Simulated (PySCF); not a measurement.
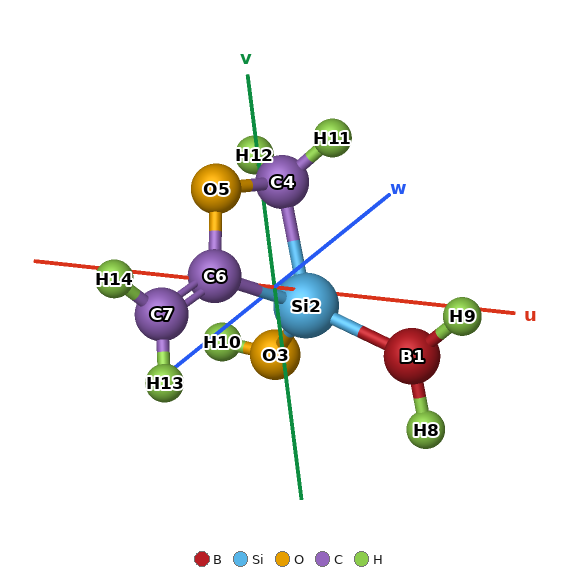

The lines u, v and w are the principal axes of the static dipole polarisability. Computed geometry: GFN2-xTB optimisation. No frequency run is at hand to confirm it as a minimum. Method: PBE0/def2-SVPD (PySCF 2.14.0).

Question: Along which axis is the molecule most polarisable, and along which least?

Answer: Most along u (close to the long direction B1···C7), least along w.

Question: Give the three principal values.

Answer: u 100.7, v 85.0, w 69.0 bohr³; mean 84.9, anisotropy 27.5 bohr³.

The geometry is semi-empirical. Around B, Si such bond lengths and angles can be off by a tenth of an ångström or more and by several degrees, and values that hang on the shape move with them.
